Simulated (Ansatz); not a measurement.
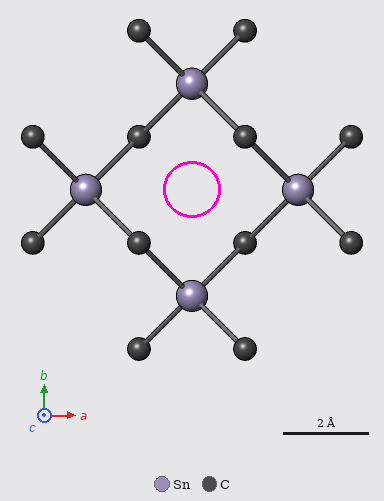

Perfect SnC. Style: ball-and-stick. Shown: the atoms within 5.4 Å of one point, in a slice 3.4 Å thick across the line of sight, along the c axis.

All numbers below come from Ansatz, DFT, PBEsol, PAW, plane waves. (plane-wave cutoff 420 eV; k-point mesh 1 × 1 × 1; mesh shifted by (0.25, 0.25, 0.25); no spin polarisation) Fermi-Dirac smearing of 0.01 eV. A uniform background neutralises the charged cell. The axes drawn are those of the host's conventional cell.

An extra gold atom is put between the host's atoms (an interstitial) at the ringed place, in charge state +1. The supercell has 64 sites, and the atoms are relaxed at the host's cell.

**Predict the relaxed surroundings of the defect.**

The Au atom starts with 4 C at 2.18 Å, 6 Sn at 2.51 to 2.52 Å around its place and ends with 4 C at 2.26 to 2.31 Å, 5 Sn at 2.65 to 2.71 Å. Of the host's atoms, a tin atom moves furthest from its site, by 0.17 Å. The Au atom itself moves 0.08 Å from where it was put.

The relaxed defect, seen from the same direction:

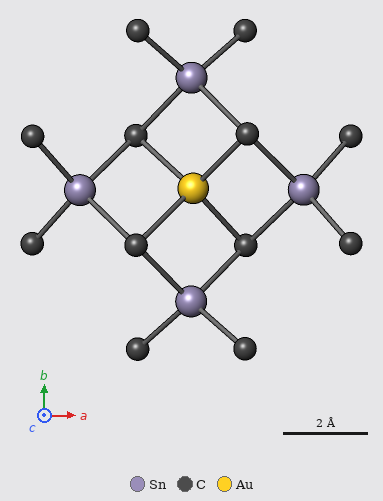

Limits of the set-up: the cell is charged, on a uniform background, and energies carry no finite-size correction.
